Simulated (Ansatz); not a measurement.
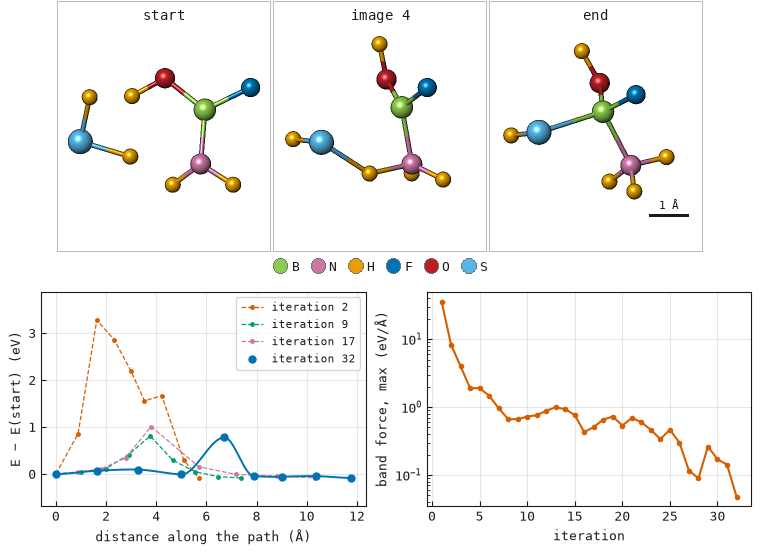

NEB run on BNH$_{5}$SOF, made up of BNH3OF and H2S. Images are numbered from 0 (start) to 8 (end). The plot follows the band through its iterations. A ball-and-stick model, seen at a tilt.

These are results of RKS PBE/6-31G* in Ansatz, not measurements. Set-up: 7 movable images; climbing image; force threshold 0.05 eV/Å; iteration limit 60; spring constant 0.1 eV/Å²; starting path through a guess of the saddle point.

Q: Did the band converge, and can the barrier be trusted?

A: The run is converged, with reservations. The band converged in 32 iterations. The largest component of the band force went from 36 to 0.048 eV/Å. The climbing image converged on the top of the path. Its curvatures weren't checked. The spring constant is far from the usual few eV/Å², which spoils the spacing or the steps. The first iteration put the highest image at 10.03 eV. The highest point, image 4, lies 0.78 eV above the start and 0.86 eV above the end; the end is at −0.08 eV relative to the start. The profile has 3 maxima (images 2, 4, 7) with a dip at image 3 (−0.01 eV), so the process runs in steps.

Limits of the set-up: the start holds two separate molecules, 2.4 Å apart at their closest, whose relative position is a soft coordinate and is computed without a dispersion correction.
